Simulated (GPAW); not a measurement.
# Work function of 1T-TaSTe monolayer at several levels

How far do functional and basis move the work function of 1T-TaSTe monolayer?

Calculated with GPAW 26.7.0; GPAW, PAW setups; layer in a repeated cell with vacuum, relaxation of atoms and in-plane cell, in the first sound run; inputs show where later runs differ.

## Step 1: Set-up

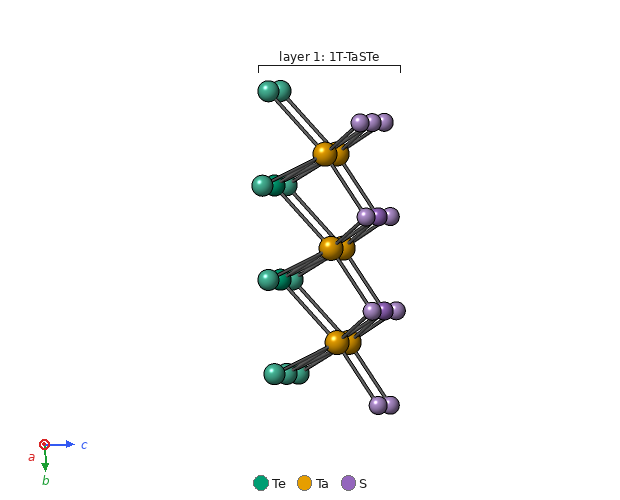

The cell as given, from the side, with the c axis across the page (tellurium teal, tantalum orange, sulfur purple). 1×2×1 cells are drawn. Some periodic images of atoms are drawn too.

The cell holds 3 atoms: 1 Te, 1 Ta and 1 S. Its edges and angles: a = 3.763 Å, b = 3.763 Å, c = 21.395 Å, α = 90.0°, β = 90.0°, γ = 120.0°. Vacuum lies along c.

## Step 2: Relaxation

The atoms are relaxed first, since the surface dipole, and with it the work function, follows the positions of the outer layers.

File run.py:

```python
import json
import numpy as np
from ase import Atoms
from ase.filters import FrechetCellFilter
from ase.optimize import BFGS
from gpaw import GPAW, PW

slab = Atoms(
    ['Te', 'Ta', 'S'],
    positions=[
        [1.88132, 1.08618, 9.00000],
        [0.00000, 0.00000, 10.96615],
        [-0.00000, 2.17236, 12.39472]],
    cell=[[3.76264, 0.0, 0.0], [-1.88132, 3.25855, 0.0], [0.0, 0.0, 21.3947]],
    pbc=[True, True, True])

slab.calc = GPAW(mode=PW(600), xc='PBE', kpts={'size': (9, 9, 1), 'gamma': True},
                 occupations={'name': 'fermi-dirac', 'width': 0.05}, nbands='160%',
                 convergence={'density': 1e-05}, maxiter=200,
                 symmetry={'tolerance': 1e-3}, txt='slab.txt')
result = {}
# The in-plane cell is free; stress needs a cell that repeats along all three vectors
path = []
opt = BFGS(FrechetCellFilter(slab, mask=[1, 1, 0, 0, 0, 1]), maxstep=0.2)
opt.attach(lambda: path.append((slab.get_potential_energy(), slab.positions.tolist(), slab.get_forces().tolist())))
result['relaxed'] = bool(opt.run(fmax=0.02, steps=45))
result['path'] = path
result['cell'] = slab.cell.tolist()
print('in-plane lattice', slab.cell.cellpar().round(4)[[0, 1, 5]])
energy = slab.get_potential_energy()
fermi = slab.calc.get_fermi_level()
v = slab.calc.get_electrostatic_potential().mean((0, 1)) - fermi
n = slab.calc.get_pseudo_density().mean((0, 1))
L = slab.cell[2, 2]
z = np.arange(len(v)) * L / len(v)
low, high = slab.positions[:, 2].min(), slab.positions[:, 2].max()
below, above = np.interp([low - 6.8, high + 6.8], z, v)
slopes = [np.interp(x, z, np.gradient(v, z)) for x in (low - 6.8, high + 6.8)]
eps = np.array([[slab.calc.get_eigenvalues(k, s) for k in range(len(slab.calc.get_ibz_k_points()))]
                for s in range(slab.calc.get_number_of_spins())]) - fermi
top, bottom = eps[eps < 0].max(), eps[eps > 0].min()
dipole = slab.get_dipole_moment()[2]
print(f'energy {energy:.4f} eV, Fermi level {fermi:.4f} eV, dipole {dipole:.5f} e A')
print(f'potential 6.8 A off the faces, from the Fermi level: lower {below:.4f} eV, upper {above:.4f} eV')
print(f'slope of the potential there: lower {slopes[0]:.5f}, upper {slopes[1]:.5f} eV/A')
print(f'nearest levels on the mesh: {top:.4f} and {bottom:.4f} eV')
print('magnetic moment', round(slab.get_magnetic_moment(), 3))
result.update(energy=energy, fermi=fermi, dipole=dipole, below=below, above=above, slopes=slopes, edges=[top, bottom],
              z=z.tolist(), v=v.tolist(), n=n.tolist(), positions=slab.positions.tolist(),
              forces=slab.get_forces(apply_constraint=False).tolist(), moments=slab.get_magnetic_moments().tolist())
json.dump(result, open('result.json', 'w'))
```

On the command line:

```bash
OMP_NUM_THREADS=1 OPENBLAS_NUM_THREADS=1 python run.py
```

Output:

```text
Step          Energy          fmax
BFGS:    0      -18.726548        1.850211
BFGS:    1      -18.858387        1.564452
BFGS:    2      -19.081265        0.750195
BFGS:    3      -19.099199        0.287415
BFGS:    4      -19.103758        0.267332
BFGS:    5      -19.129382        0.090702
BFGS:    6      -19.129752        0.045842
BFGS:    7      -19.129796        0.023008
BFGS:    8      -19.129808        0.000227
in-plane lattice [  3.5317   3.5317 119.9999]
energy -19.1208 eV, Fermi level -0.8384 eV, dipole -0.06729 e A
potential 6.8 A off the faces, from the Fermi level: lower 4.4887 eV, upper 4.7218 eV
slope of the potential there: lower -0.05238, upper -0.05249 eV/A
nearest levels on the mesh: -0.0224 and 0.1180 eV
magnetic moment 0.0
```

Elapsed: 5.4 min, on 1 thread of Arm Neoverse V2, shared host; peak memory 0.35 GiB.

This step gave:

```
dipole along the normal                    : -0.06729 e·Å
levels nearest the Fermi level on the mesh : -0.02239, 0.1180 eV from the Fermi level
```

Table of electrostatic potential energy of an electron (without an applied field's), less the Fermi level, planar mean by z:

```tsv
z (Å)	electrostatic potential energy of an electron (without an applied field's), less the Fermi level, planar mean (eV)
0	4.61
1	4.55
2	4.50
3	4.45
4	4.40
5	4.34
6	4.28
7	4.02
8	0.539
9	-21.0
10	-4.09
11	-18.7
12	-9.73
13	-0.592
14	4.76
15	4.93
16	4.89
17	4.84
18	4.78
19	4.73
20	4.68
21	4.63
```

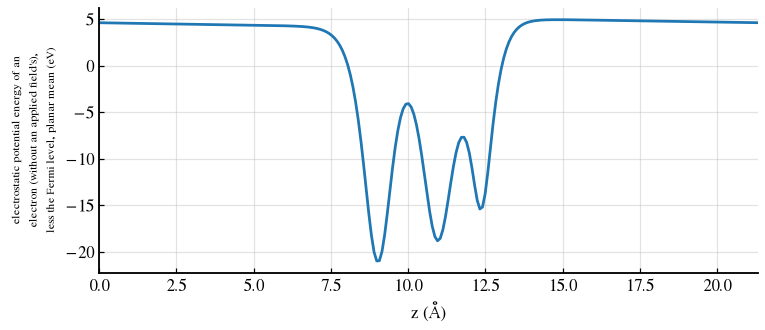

Electrostatic potential energy of an electron (without an applied field's), less the Fermi level, planar mean against z.

Pseudo valence density, planar mean against z:

```tsv
z (Å)	pseudo valence density, planar mean (e/Å³)
5	3.3e-5
6	5.6e-4
7	0.00974
8	0.144
9	0.122
10	0.327
11	1.07
12	0.457
13	0.245
14	0.0138
15	5.6e-4
16	2.4e-5
```

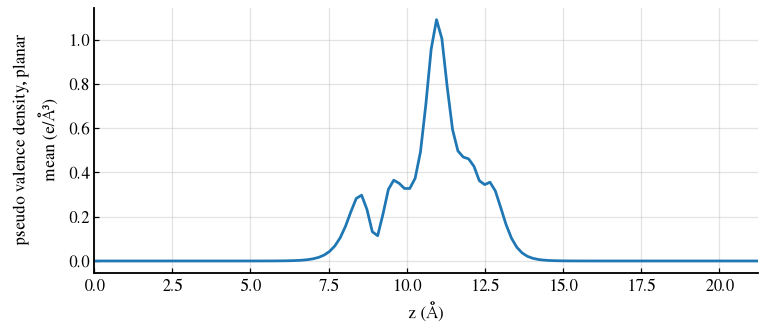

Pseudo valence density, planar mean, plotted against z.

The relaxation lowered the energy of the cell by 0.407 eV (energies extrapolated to zero smearing; the optimiser's log prints free energies). The largest force left on a free atom is 2.3e-4 eV/Å.

## Step 3: The slab's potential

The work function is the vacuum plateau of the electrostatic potential less the Fermi level; a dipole layer lets the two faces have plateaus of their own.

This step: GPAW, PAW setups; slab in vacuum (GPAW 26.7.0).

The cell differs from the one that the last finished run ended in (c 21.395 → 21.350 Å).

run.py: that of step 2 with these lines changed.

```diff
@@ -3,4 +3,2 @@
 from ase import Atoms
-from ase.filters import FrechetCellFilter
-from ase.optimize import BFGS
 from gpaw import GPAW, PW
@@ -10,21 +8,14 @@
     positions=[
-        [1.88132, 1.08618, 9.00000],
-        [0.00000, 0.00000, 10.96615],
-        [-0.00000, 2.17236, 12.39472]],
-    cell=[[3.76264, 0.0, 0.0], [-1.88132, 3.25855, 0.0], [0.0, 0.0, 21.3947]],
-    pbc=[True, True, True])
+        [1.76585, 1.01952, 9.00000],
+        [-0.00000, -0.00000, 10.94089],
+        [-0.00000, 2.03903, 12.35028]],
+    cell=[[3.53171, -0.0, 0.0], [-1.76585, 3.05856, 0.0], [0.0, 0.0, 21.3503]],
+    pbc=[True, True, False])
 
-slab.calc = GPAW(mode=PW(600), xc='PBE', kpts={'size': (9, 9, 1), 'gamma': True},
+slab.calc = GPAW(mode=PW(400), xc='PBE', kpts={'size': (9, 9, 1), 'gamma': True},
                  occupations={'name': 'fermi-dirac', 'width': 0.05}, nbands='160%',
                  convergence={'density': 1e-05}, maxiter=200,
+                 poissonsolver={'dipolelayer': 'xy'},
                  symmetry={'tolerance': 1e-3}, txt='slab.txt')
 result = {}
-# The in-plane cell is free; stress needs a cell that repeats along all three vectors
-path = []
-opt = BFGS(FrechetCellFilter(slab, mask=[1, 1, 0, 0, 0, 1]), maxstep=0.2)
-opt.attach(lambda: path.append((slab.get_potential_energy(), slab.positions.tolist(), slab.get_forces().tolist())))
-result['relaxed'] = bool(opt.run(fmax=0.02, steps=45))
-result['path'] = path
-result['cell'] = slab.cell.tolist()
-print('in-plane lattice', slab.cell.cellpar().round(4)[[0, 1, 5]])
 energy = slab.get_potential_energy()
```

Output:

```text
energy -19.0887 eV, Fermi level -0.8381 eV, dipole -0.04988 e A
potential 6.8 A off the faces, from the Fermi level: lower 4.2010 eV, upper 5.0313 eV
slope of the potential there: lower 0.00006, upper -0.00005 eV/A
nearest levels on the mesh: -0.0225 and 0.1180 eV
magnetic moment 0.0
```

The job ended after 27 s (1 thread; peak memory 0.2 GiB).

Numbers from this step:

* dipole along the normal: -0.04988 e·Å
* levels nearest the Fermi level on the mesh: -0.02252, 0.1180 eV from the Fermi level
* upper work function: 5.031 eV
* lower work function: 4.201 eV

The electrostatic potential energy of an electron (without an applied field's), less the Fermi level, planar mean by z:

```tsv
z (Å)	electrostatic potential energy of an electron (without an applied field's), less the Fermi level, planar mean (eV)
0	4.62
2	4.20
4	4.20
6	4.19
8	0.304
10	-4.18
12	-10.2
14	4.82
16	5.03
18	5.03
20	5.03
```

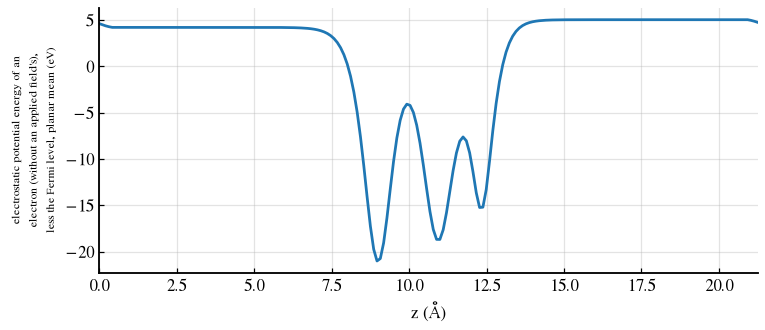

Electrostatic potential energy of an electron (without an applied field's), less the Fermi level, planar mean against z.

The pseudo valence density, planar mean by z:

```tsv
z (Å)	pseudo valence density, planar mean (e/Å³)
4	2.4e-6
6	6.2e-4
8	0.153
10	0.326
12	0.451
14	0.0132
16	2.2e-5
```

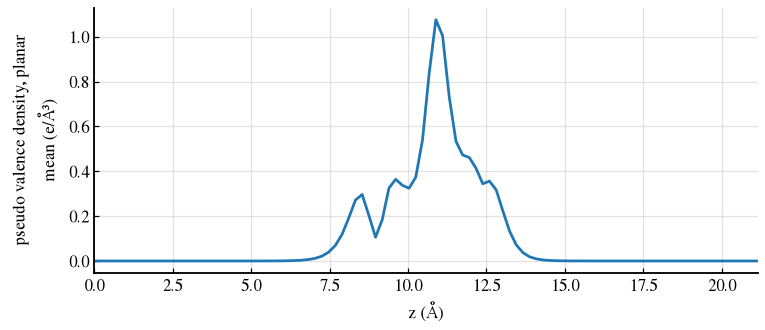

Pseudo valence density, planar mean, plotted against z.

The potential is flat to 6.0e-5 eV/Å where it is read, so the vacuum is wide enough.

## Step 4: Self-consistent run: xc = "RPBE"

The same geometry under RPBE, to see how far the functional moves the levels against the vacuum.

run.py: that of step 3 with these lines changed.

```diff
@@ -14,3 +14,3 @@
 
-slab.calc = GPAW(mode=PW(400), xc='PBE', kpts={'size': (9, 9, 1), 'gamma': True},
+slab.calc = GPAW(mode=PW(400), xc='RPBE', kpts={'size': (9, 9, 1), 'gamma': True},
                  occupations={'name': 'fermi-dirac', 'width': 0.05}, nbands='160%',
```

Output:

```text
energy -17.9877 eV, Fermi level -0.7338 eV, dipole -0.05142 e A
potential 6.8 A off the faces, from the Fermi level: lower 4.0836 eV, upper 4.9399 eV
slope of the potential there: lower 0.00006, upper -0.00005 eV/A
nearest levels on the mesh: -0.0214 and 0.1187 eV
magnetic moment 0.0
```

It took 28 s on 1 thread; peak memory 0.2 GiB.

This step gave:

| Quantity | Value |
| --- | --- |
| dipole along the normal | -0.05142 e·Å |
| levels nearest the Fermi level on the mesh | -0.02144, 0.1187 eV from the Fermi level |
| upper work function | 4.940 eV |
| lower work function | 4.084 eV |

The electrostatic potential energy of an electron (without an applied field's), less the Fermi level, planar mean by z:

```tsv
z (Å)	electrostatic potential energy of an electron (without an applied field's), less the Fermi level, planar mean (eV)
0	4.51
2	4.08
4	4.08
6	4.07
8	0.193
10	-4.28
12	-10.3
14	4.72
16	4.94
18	4.94
20	4.94
```

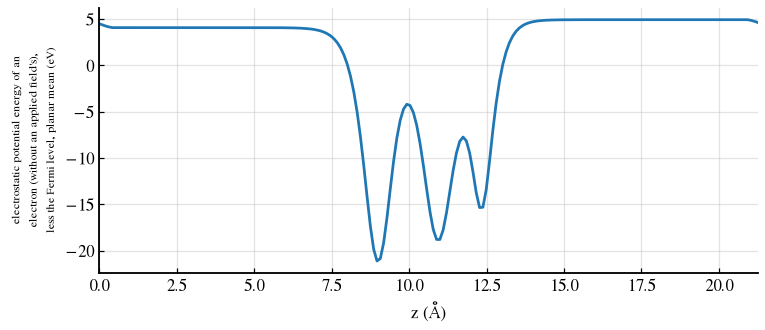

Electrostatic potential energy of an electron (without an applied field's), less the Fermi level, planar mean against z.

The pseudo valence density, planar mean by z:

```tsv
z (Å)	pseudo valence density, planar mean (e/Å³)
4	2.7e-6
6	6.5e-4
8	0.153
10	0.326
12	0.451
14	0.0130
16	2.4e-5
```

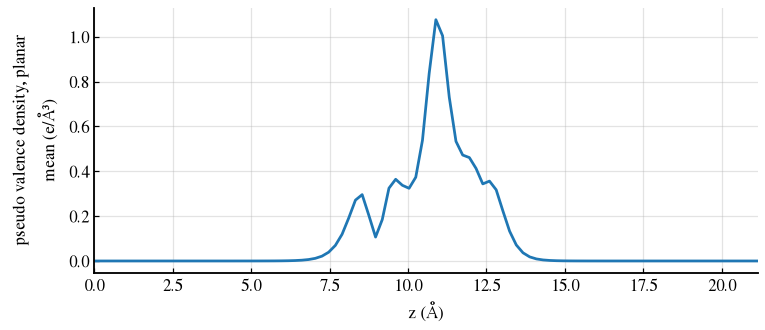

Pseudo valence density, planar mean, plotted against z.

Force by atom:

```tsv
atom	x (eV/Å)	y (eV/Å)	z (eV/Å)	size
Te1	0.000	0.000	-0.191	0.191
Ta2	0.000	0.000	-0.040	0.040
S3	0.000	0.000	0.230	0.230
```

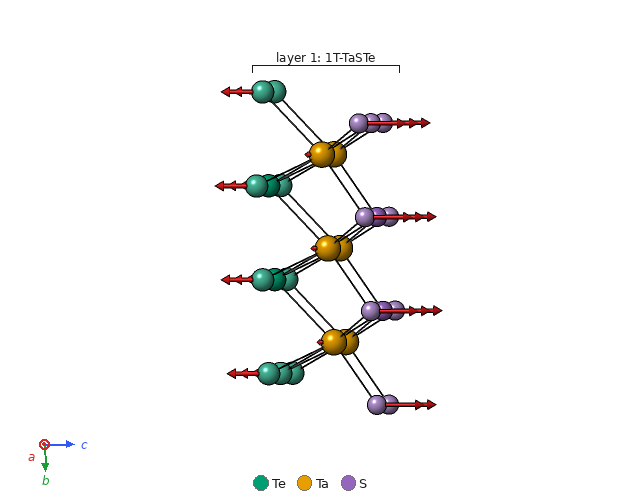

Force as arrows, the longest 0.230 eV/Å. 1×2×1 cells are drawn. Some periodic images of atoms are drawn too.

The upper face's work function is 4.940 eV, against 5.031 eV in the first plane-wave PBE run at this geometry.

## Step 5: OptPBE vdW: xc = "optPBE-vdW"

The same geometry under optPBE-vdW, to see how far the functional moves the levels against the vacuum (the van der Waals functionals take revPBE setups).

run.py: that of step 4 with these lines changed.

```diff
@@ -14,3 +14,3 @@
 
-slab.calc = GPAW(mode=PW(400), xc='RPBE', kpts={'size': (9, 9, 1), 'gamma': True},
+slab.calc = GPAW(mode=PW(400), xc='optPBE-vdW', kpts={'size': (9, 9, 1), 'gamma': True},
                  occupations={'name': 'fermi-dirac', 'width': 0.05}, nbands='160%',
```

Output:

```text
energy -56.5254 eV, Fermi level -0.9879 eV, dipole -0.05017 e A
potential 6.8 A off the faces, from the Fermi level: lower 4.4037 eV, upper 5.2388 eV
slope of the potential there: lower 0.00006, upper -0.00005 eV/A
nearest levels on the mesh: -0.0219 and 0.1011 eV
magnetic moment 0.0
```

The job ended after 40 s (1 thread; peak memory 0.37 GiB).

This step gave:

| Quantity | Value |
| --- | --- |
| dipole along the normal | -0.05017 e·Å |
| levels nearest the Fermi level on the mesh | -0.02192, 0.1011 eV from the Fermi level |
| upper work function | 5.239 eV |
| lower work function | 4.404 eV |

Electrostatic potential energy of an electron (without an applied field's), less the Fermi level, planar mean against z:

```tsv
z (Å)	electrostatic potential energy of an electron (without an applied field's), less the Fermi level, planar mean (eV)
0	4.82
1	4.40
2	4.40
3	4.40
4	4.40
5	4.40
6	4.38
7	4.13
8	0.373
9	-20.9
10	-4.21
11	-18.7
12	-10.2
13	-0.154
14	4.99
15	5.23
16	5.24
17	5.24
18	5.24
19	5.24
20	5.24
21	5.19
```

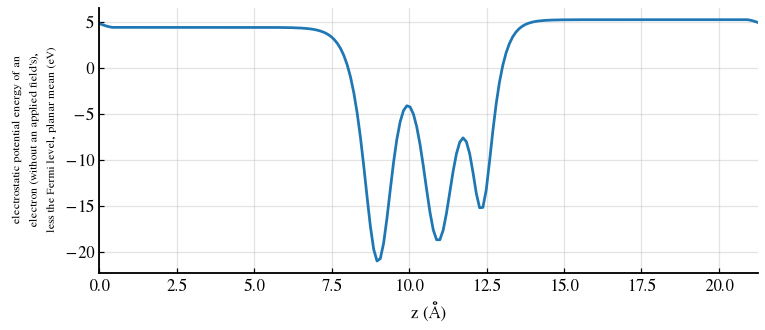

Electrostatic potential energy of an electron (without an applied field's), less the Fermi level, planar mean, plotted against z.

The upper face's work function is 5.239 eV, against 5.031 eV in the first plane-wave PBE run at this geometry.

## Step 6: Self-consistent run: xc = "vdW-DF2"

The same geometry under vdW-DF2, to see how far the functional moves the levels against the vacuum (the van der Waals functionals take revPBE setups).

run.py: that of step 5 with these lines changed.

```diff
@@ -14,3 +14,3 @@
 
-slab.calc = GPAW(mode=PW(400), xc='optPBE-vdW', kpts={'size': (9, 9, 1), 'gamma': True},
+slab.calc = GPAW(mode=PW(400), xc='vdW-DF2', kpts={'size': (9, 9, 1), 'gamma': True},
                  occupations={'name': 'fermi-dirac', 'width': 0.05}, nbands='160%',
```

Output:

```text
energy -295.9898 eV, Fermi level -1.0258 eV, dipole -0.05054 e A
potential 6.8 A off the faces, from the Fermi level: lower 4.5046 eV, upper 5.3459 eV
slope of the potential there: lower 0.00005, upper -0.00005 eV/A
nearest levels on the mesh: -0.0217 and 0.0875 eV
magnetic moment 0.0
```

Run time: 37 s. Hardware: 1 thread; peak memory 0.37 GiB.

This step gave:

| Item | Value |
| --- | --- |
| dipole along the normal | -0.05054 e·Å |
| levels nearest the Fermi level on the mesh | -0.02172, 0.08755 eV from the Fermi level |
| upper work function | 5.346 eV |
| lower work function | 4.505 eV |

The electrostatic potential energy of an electron (without an applied field's), less the Fermi level, planar mean by z:

```tsv
z (Å)	electrostatic potential energy of an electron (without an applied field's), less the Fermi level, planar mean (eV)
0	4.93
2	4.50
4	4.50
6	4.48
8	0.343
10	-4.46
12	-10.2
14	5.09
16	5.35
18	5.35
20	5.35
```

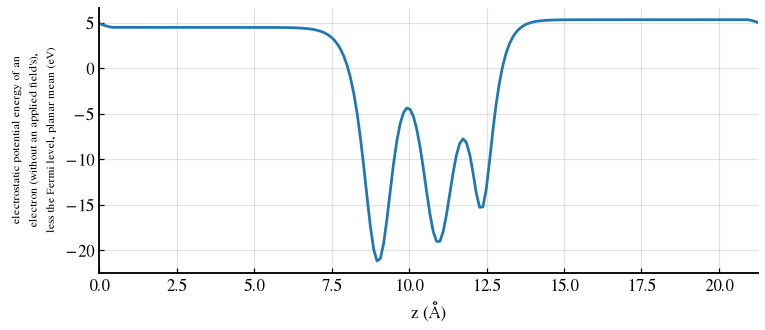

Electrostatic potential energy of an electron (without an applied field's), less the Fermi level, planar mean against z.

The upper face's work function is 5.346 eV, against 5.031 eV in the first plane-wave PBE run at this geometry.

## Step 7: Self-consistent run: xc = "LDA"

The same geometry under LDA, to see how far the functional moves the levels against the vacuum.

run.py: that of step 6 with these lines changed.

```diff
@@ -14,3 +14,3 @@
 
-slab.calc = GPAW(mode=PW(400), xc='vdW-DF2', kpts={'size': (9, 9, 1), 'gamma': True},
+slab.calc = GPAW(mode=PW(400), xc='LDA', kpts={'size': (9, 9, 1), 'gamma': True},
                  occupations={'name': 'fermi-dirac', 'width': 0.05}, nbands='160%',
```

Output:

```text
energy -21.3054 eV, Fermi level -1.1257 eV, dipole -0.04656 e A
potential 6.8 A off the faces, from the Fermi level: lower 4.5025 eV, upper 5.2772 eV
slope of the potential there: lower 0.00006, upper -0.00005 eV/A
nearest levels on the mesh: -0.0251 and 0.1092 eV
magnetic moment 0.0
```

Wall time 28 s (1 thread); peak memory 0.19 GiB.

Numbers from this step:

* dipole along the normal: -0.04656 e·Å
* levels nearest the Fermi level on the mesh: -0.02511, 0.1092 eV from the Fermi level
* upper work function: 5.277 eV
* lower work function: 4.503 eV

The electrostatic potential energy of an electron (without an applied field's), less the Fermi level, planar mean by z:

```tsv
z (Å)	electrostatic potential energy of an electron (without an applied field's), less the Fermi level, planar mean (eV)
0	4.89
1	4.50
2	4.50
3	4.50
4	4.50
5	4.50
6	4.49
7	4.27
8	0.622
9	-20.6
10	-3.81
11	-18.3
12	-9.88
13	-0.0150
14	5.06
15	5.27
16	5.28
17	5.28
18	5.28
19	5.28
20	5.28
21	5.23
```

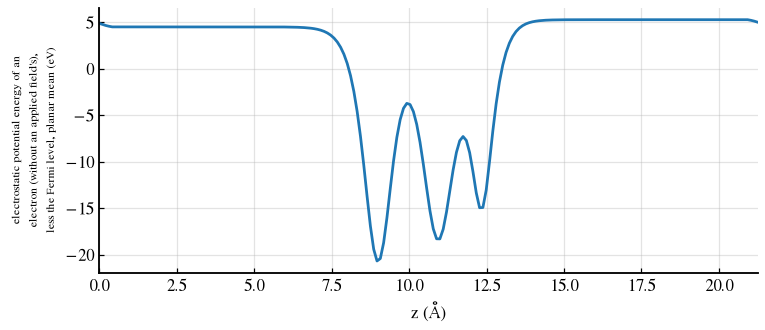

Electrostatic potential energy of an electron (without an applied field's), less the Fermi level, planar mean against z.

The upper face's work function is 5.277 eV, against 5.031 eV in the first plane-wave PBE run at this geometry.

[end of part 1 of 2]

[Logs are printed without paths, hosts, clocks, repeated set-up lines and the standing remarks that a program may print on its own settings, such as how far it seeks lower states.]

[Hosts, paths, dates, database ids (printed as entryN), source tags and the programs' standing remarks are cut or masked in the printed files.]
